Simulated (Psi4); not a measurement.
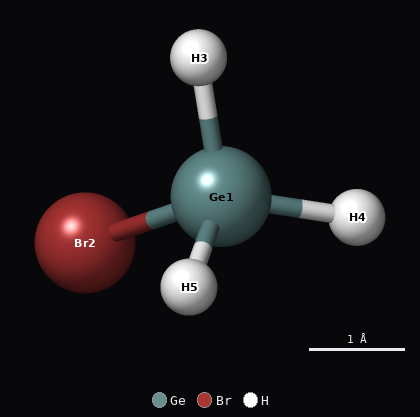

**Figure 1.** The input geometry (ball-and-stick view, seen at a tilt; atoms are numbered from 1 in the order of the input). Sticks mark near contacts.

# Geometry relaxation of GeH₃Br (part 1 of 2)

GeH₃Br, SMILES [GeH3][Br], computed with PBE0/def2-TZVP, RKS, dispersion D4 (Psi4 1.11).

The geometry comes from this level: own PBE0/def2-TZVP.

Log
```
Psi4 1.11 release

gradient() will perform analytic gradient computation.

   => Loading Basis Set <=

    Name: DEF2-TZVP
    Role: ORBITAL
    Keyword: BASIS

   => PBE0-D4(BJ,EEQ)ATM: Empirical Dispersion <=

        a1 =       0.400856
        a2 =       5.029288
       alp =      16.000000
        s6 =       1.000000
        s8 =       1.200655
        s9 =       1.000000
        ga =       3.000000
        gc =       2.000000
        wf =       6.000000

         ---------------------------------------------------------
                                   SCF
                              RKS Reference
                        2 Threads,   3147 MiB Core
         ---------------------------------------------------------

  ==> Geometry <==

    Molecular point group: c1
    Full point group: C1

    Geometry (in Angstrom), charge = 0, multiplicity = 1:

       Center              X                  Y                   Z               Mass
    ------------   -----------------  -----------------  -----------------  -----------------
         GE           0.859529501415     0.087156176749    -0.773674506751    73.921177761000
         BR          -0.851000498585    -0.086273823251     0.766015493249    78.918337600000
         H            0.845779501415     1.520826176749    -1.313174506751     1.007825032230
         H            0.580539501415    -0.932103823251    -1.882794506751     1.007825032230
         H            2.167669501415    -0.225663823251    -0.040444506751     1.007825032230

  Running in c1 symmetry.

  Rotational constants: A =      2.60792  B =      0.07855  C =      0.07855 [cm^-1]
  Rotational constants: A =  78183.60872  B =   2354.96646  C =   2354.92592 [MHz]
  Nuclear repulsion =  308.352190220830323

  Charge       = 0
  Multiplicity = 1
  Electrons    = 70
  Nalpha       = 35
  Nbeta        = 35

  ==> Algorithm <==

  SCF Algorithm Type is DF.
  DIIS enabled.
  MOM disabled.
  Fractional occupation disabled.
  Guess Type is SAD.
  Energy threshold   = 1.00e-08
  Density threshold  = 1.00e-08
  Integral threshold = 1.00e-12

  ==> Primary Basis <==

  Basis Set: DEF2-TZVP
    Blend: DEF2-TZVP
    Number of shells: 44
    Number of basis functions: 114
    Number of Cartesian functions: 128
    Spherical Harmonics?: true
    Max angular momentum: 3

  ==> DFT Potential <==

   => LibXC <=

    Version 7.1.2

   => Composite Functional: PBE0-D4BJEEQATM <=

    PBE0-d4bjeeqatm Hyb-GGA Exchange-Correlation Functional

    Deriv               =              1
    GGA                 =           TRUE
    Meta                =          FALSE

    Exchange Hybrid     =           TRUE
    MP2 Hybrid          =          FALSE

   => Exchange Functionals <=

    0.7500   Perdew, Burke & Ernzerhof

   => Exact (HF) Exchange <=

    0.2500               HF

   => Correlation Functionals <=

    1.0000   Perdew, Burke & Ernzerhof

   => LibXC Density Thresholds  <==

    XC_HYB_GGA_XC_PBEH:  1.00E-15

   => Molecular Quadrature <=

    Radial Scheme          =       TREUTLER
    Pruning Scheme         =           NONE
    Nuclear Scheme         =       TREUTLER

    Blocking Scheme        =         OCTREE
    BS radius alpha        =              1
    Pruning alpha          =              1
    Radial Points          =             75
    Spherical Points       =            302
    Total Points           =         107400
    Total Blocks           =            858
    Max Points             =            255
    Max Functions          =            113
    Weights Tolerance      =       1.00E-15

   => Loading Basis Set <=

    Name: (DEF2-TZVP AUX)
    Role: JKFIT
    Keyword: DF_BASIS_SCF

  ==> Integral Setup <==

  DFHelper Memory: AOs need 0.061 GiB; user supplied 2.029 GiB.
  SCF_SUBTYPE=INCORE selected. In-core MEM_DF algorithm will be used.
  Using in-core AOs.

  ==> MemDFJK: Density-Fitted J/K Matrices <==

    J tasked:                   Yes
    K tasked:                   Yes
    wK tasked:                   No
    Memory [MiB]:              2077
    Algorithm:                 Core
    Schwarz Cutoff:           1E-12
    Mask sparsity (%):       2.1237
    Fitting Condition:        1E-10

   => Auxiliary Basis Set <=

  Basis Set: (DEF2-TZVP AUX)
    Blend: DEF2-UNIVERSAL-JKFIT
    Number of shells: 138
    Number of basis functions: 586
    Number of Cartesian functions: 802
    Spherical Harmonics?: true
    Max angular momentum: 5

  Cached 100.0% of DFT collocation blocks in 0.276 [GiB].

  Minimum eigenvalue in the overlap matrix is 7.7383157465E-03.
  Reciprocal condition number of the overlap matrix is 1.6262142945E-03.
    Using symmetric orthogonalization.

  ==> Pre-Iterations <==

  SCF Guess: Superposition of Atomic Densities via on-the-fly atomic UHF (no occupation information).

   -------------------------
    Irrep   Nso     Nmo
   -------------------------
     A        114     114
   -------------------------
    Total     114     114
   -------------------------

  ==> Iterations <==

                           Total Energy        Delta E     RMS |[F,P]|

   @DF-RKS iter SAD: -4647.70349713354335   -4.64770e+03   0.00000e+00
   @DF-RKS iter   1: -4650.55437282964067   -2.85088e+00   2.99247e-02 DIIS/ADIIS
   @DF-RKS iter   2: -4645.55480472014460    4.99957e+00   6.28027e-02 DIIS/ADIIS
   @DF-RKS iter   3: -4652.33166275715485   -6.77686e+00   7.56179e-03 DIIS/ADIIS
   @DF-RKS iter   4: -4652.42218150139797   -9.05187e-02   2.08725e-03 DIIS/ADIIS
   @DF-RKS iter   5: -4652.43242997516245   -1.02485e-02   2.61658e-04 DIIS/ADIIS
   @DF-RKS iter   6: -4652.43273041568045   -3.00441e-04   1.06856e-04 DIIS/ADIIS
   @DF-RKS iter   7: -4652.43282766058019   -9.72449e-05   1.42426e-05 DIIS
   @DF-RKS iter   8: -4652.43282904228454   -1.38170e-06   2.30204e-06 DIIS
   @DF-RKS iter   9: -4652.43282906692275   -2.46382e-08   1.42482e-07 DIIS
   @DF-RKS iter  10: -4652.43282906706736   -1.44610e-10   2.37649e-08 DIIS
   @DF-RKS iter  11: -4652.43282906706645    9.09495e-13   4.30014e-09 DIIS
  Energy and wave function converged.

  ==> Post-Iterations <==

   Electrons on quadrature grid:
      Ntotal   =   70.0000035872 ; deviation = 3.587e-06

    Orbital Energies [Eh]
    ---------------------

    Doubly Occupied:

       1A   -483.250905     2A   -399.129469     3A    -62.651348
       4A    -56.424253     5A    -56.421792     6A    -56.421791
       7A    -49.947022     8A    -44.428602     9A    -44.427037
      10A    -44.427035    11A     -8.770434    12A     -6.579286
      13A     -6.571344    14A     -6.571344    15A     -6.315634
      16A     -4.473255    17A     -4.468600    18A     -4.468595
      19A     -2.665291    20A     -2.662928    21A     -2.662928
      22A     -2.656457    23A     -2.656435    24A     -1.269310
      25A     -1.266976    26A     -1.266975    27A     -1.263142
      28A     -1.263141    29A     -0.788670    30A     -0.582097
      31A     -0.386896    32A     -0.386789    33A     -0.371922
      34A     -0.303988    35A     -0.303969

    Virtual:

      36A     -0.022915    37A      0.022873    38A      0.047098
      39A      0.047236    40A      0.165369    41A      0.165410
      42A      0.176500    43A      0.195414    44A      0.195925
      45A      0.195979    46A      0.259308    47A      0.270010
      48A      0.270028    49A      0.303786    50A      0.303831
      51A      0.404132    52A      0.404253    53A      0.422543
      54A      0.452366    55A      0.452377    56A      0.453431
      57A      0.535176    58A      0.555914    59A      0.556030
      60A      0.854101    61A      0.854114    62A      0.884294
      63A      0.885607    64A      0.966089    65A      0.966193
      66A      0.981739    67A      1.011738    68A      1.011807
      69A      1.129423    70A      1.157798    71A      1.157908
      72A      1.202476    73A      1.365553    74A      1.365568
      75A      1.427754    76A      1.427855    77A      1.490095
      78A      1.540249    79A      1.543767    80A      1.557777
      81A      1.557859    82A      1.628849    83A      1.628856
      84A      1.665583    85A      1.764156    86A      1.764569
      87A      1.839721    88A      1.839832    89A      1.848336
      90A      1.948425    91A      1.948636    92A      2.001832
      93A      2.007936    94A      2.329908    95A      2.330123
      96A      2.361358    97A      2.461706    98A      2.596890
      99A      2.597002   100A      2.690081   101A      2.690237
     102A      2.809132   103A      2.914834   104A      2.914909
     105A      3.994502   106A      4.032166   107A      4.032226
     108A      4.113853   109A      4.113873   110A      4.340183
     111A      4.340515   112A      4.661619   113A      5.556280
     114A      7.482967

    Final Occupation by Irrep:
              A
    DOCC [    35 ]
    NA   [    35 ]
    NB   [    35 ]

  @DF-RKS Final Energy: -4652.43282906706645

   => Energetics <=

    Nuclear Repulsion Energy =            308.3521902208303231
    One-Electron Energy =               -7094.4835126062680501
    Two-Electron Energy =                2262.6371128841915379
    DFT Exchange-Correlation Energy =    -128.9361442544768863
    Empirical Dispersion Energy =          -0.0024753113435785
    VV10 Nonlocal Energy =                  0.0000000000000000
    Total Energy =                      -4652.4328290670673596

Computation Completed

Properties will be evaluated at   0.000000,   0.000000,   0.000000 [a0]

Properties computed using the SCF density matrix

 Multipole Moments:

 ------------------------------------------------------------------------------------
     Multipole            Electronic (a.u.)      Nuclear  (a.u.)        Total (a.u.)
 ------------------------------------------------------------------------------------

 L = 1.  Multiply by 2.5417464519 to convert [e a0] to [Debye]
 Dipole X            :         -1.9361371            2.4829397            0.5468025
 Dipole Y            :         -0.1944794            0.2503365            0.0558571
 Dipole Z            :          1.7446862           -2.2364067           -0.4917205
 Magnitude           :                                                    0.7374972

 ------------------------------------------------------------------------------------

	total time  =          4 seconds =       0.07 minutes

         ------------------------------------------------------------
                                   SCF GRAD
         ------------------------------------------------------------

  ==> Geometry <==

    Molecular point group: c1
    Full point group: C1

    Geometry (in Angstrom), charge = 0, multiplicity = 1:

       Center              X                  Y                   Z               Mass
    ------------   -----------------  -----------------  -----------------  -----------------
         GE           0.859529501415     0.087156176749    -0.773674506751    73.921177761000
         BR          -0.851000498585    -0.086273823251     0.766015493249    78.918337600000
         H            0.845779501415     1.520826176749    -1.313174506751     1.007825032230
         H            0.580539501415    -0.932103823251    -1.882794506751     1.007825032230
         H            2.167669501415    -0.225663823251    -0.040444506751     1.007825032230

  Nuclear repulsion =  308.352190220830323

  ==> Basis Set <==

  Basis Set: DEF2-TZVP
    Blend: DEF2-TZVP
    Number of shells: 44
    Number of basis functions: 114
    Number of Cartesian functions: 128
    Spherical Harmonics?: true
    Max angular momentum: 3

  ==> DFJKGrad: Density-Fitted SCF Gradients <==

    Gradient:                    1
    J tasked:                  Yes
    K tasked:                  Yes
    wK tasked:                  No
    Integrals threads:           2
    Memory [MiB]:             2360
    Schwarz Cutoff:          1E-12
    Fitting Condition:       1E-10

   => Auxiliary Basis Set <=
```
